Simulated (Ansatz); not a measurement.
**CH5BClIn (SMILES C[B](Cl)[InH2]): density, localisation and related maps**

The calculation's input:

```
crystal:
  periodic: [false, false, false]
  atoms:
    - {symbol: C, position_ang: [0.370621, 1.168406, -0.917703]}
    - {symbol: B, position_ang: [0.606961, -0.008541, 0.070137]}
    - {symbol: Cl, position_ang: [2.277782, -0.452953, 0.439284]}
    - {symbol: In, position_ang: [-0.961189, -1.305762, 1.060000]}
    - {symbol: H, position_ang: [1.233698, 1.826598, -1.043148]}
    - {symbol: H, position_ang: [0.159137, 0.713995, -1.897373]}
    - {symbol: H, position_ang: [-0.514047, 1.761466, -0.671374]}
    - {symbol: H, position_ang: [-1.581547, -2.746484, 0.324645]}
    - {symbol: H, position_ang: [-1.591406, -0.956727, 2.635531]}
basis:
  gaussian: {orbitals: def2-TZVPP}
hamiltonian: {xc: pbe0, dispersion: d4}
output: {orbitals: {seedname: orbitals}}
```

Command:

```sh
ansatz run in.yaml --threads 2 --pin off --events-out ev --progress --plain --max-ram 20480MiB --backend cpu
```

Geometry: PBE0-D4/def2-TZVP; core potentials replace the inner electrons of In.

Method: Ansatz 0.2.0, RKS PBE0-D4/def2-TZVPP.

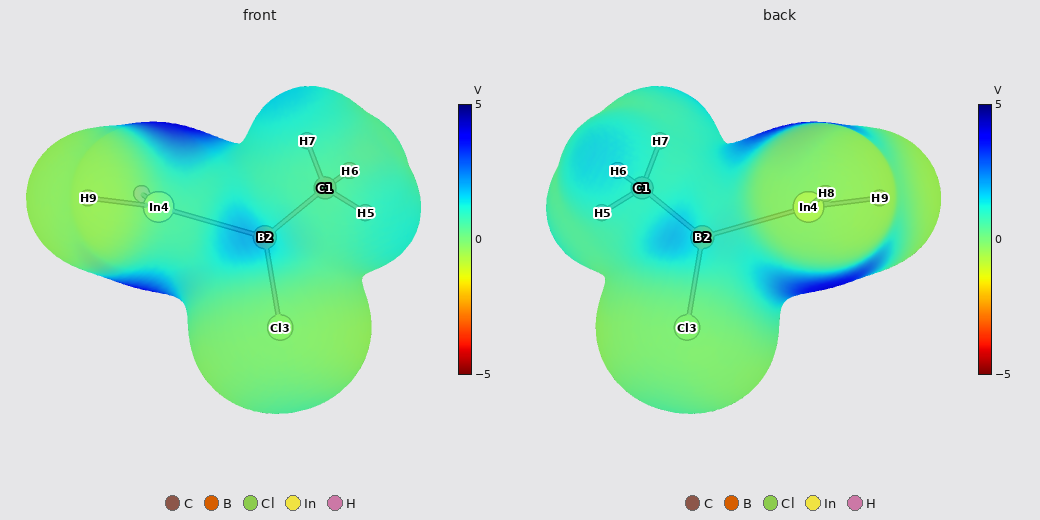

Figure 1. The electrostatic potential painted on the density surface at 0.004 e/bohr³, seen from the front and from behind; the colour scale runs from red (negative) to blue (positive).

> Where is the surface potential most negative and most positive?

The most negative region (about −0.5 V) lies over H8 and H9, the most positive (about +4.0 V) over In4. Cl3 shows a σ-hole: about +0.5 V at the tip opposite its bond, against about −0.1 V on its flanks.

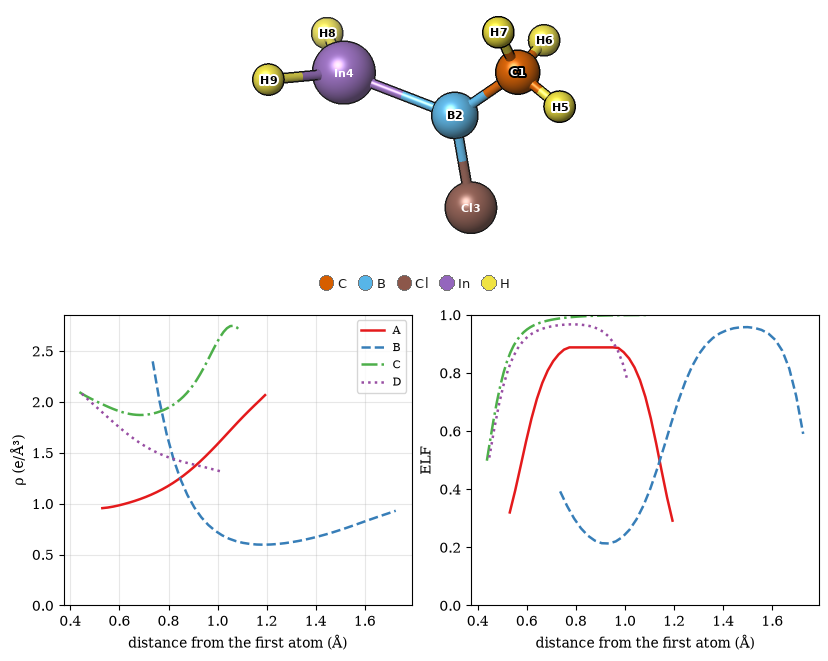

Figure 2. Electron density and electron localisation function along straight lines between neighbouring atoms. The curves leave out the atomic cores. The structure is drawn too.

> Which curve belongs to which contact (B–Cl, C–B, C–H and In–B)? The first atom named is at distance zero.

Curve A: B–Cl (1.77 Å): ρ is about 1.3 e/Å³ halfway; the ELF peaks at about 0.90 between the atoms: a polar covalent bond. Curve B: In–B (2.26 Å): ρ at the midpoint is about 0.6 e/Å³; the ELF peaks at about 0.95 in the valence shell of B, 0.8 Å from its nucleus, and drops to about 0.20 between the two atoms. Curve C: C–H (1.09 Å): ρ at the midpoint is about 2 e/Å³; the ELF climbs to about 1 towards the hydrogen, as it does in any bond to H (an ordinary covalent bond to hydrogen). Curve D: C–B (1.55 Å): ρ is about 1.5 e/Å³ halfway; the ELF peaks at about 0.95 between the atoms; a shared electron pair.

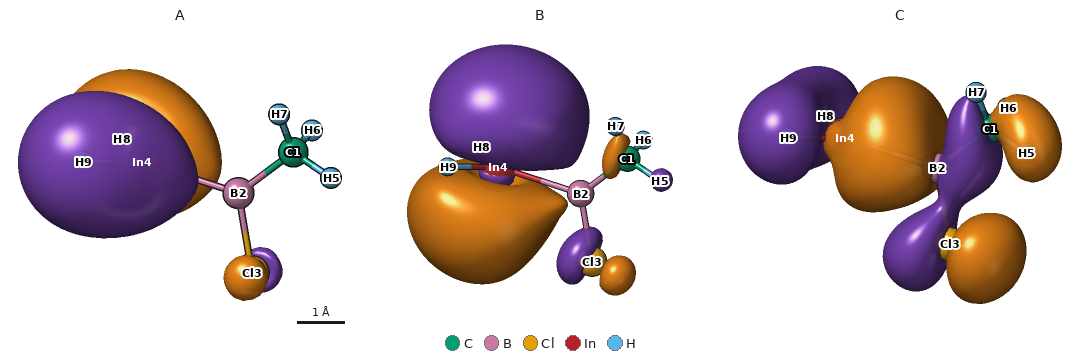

Figure 3. Three frontier orbitals at ±0.06 Å⁻³ᐟ² (orange and purple are the two phases), in no order.

> Order the three orbitals by energy and name them.

A is the HOMO−1 (−7.92 eV). It lies mainly on In4 (about 40 %), H9 (about 30 %) and H8 (about 30 %). C is the HOMO (−6.95 eV). By Hirshfeld shares it lies mainly on In4 (about 30 %), B2 (about 25 %), Cl3 (about 20 %), C1 (about 10 %), H8 (about 5 %) and H9 (about 5 %). B is the LUMO (−1.75 eV). Its weight (Hirshfeld) is mainly on In4 (about 80 %).

> What is the HOMO–LUMO gap?

5.20 eV between the orbital energies.
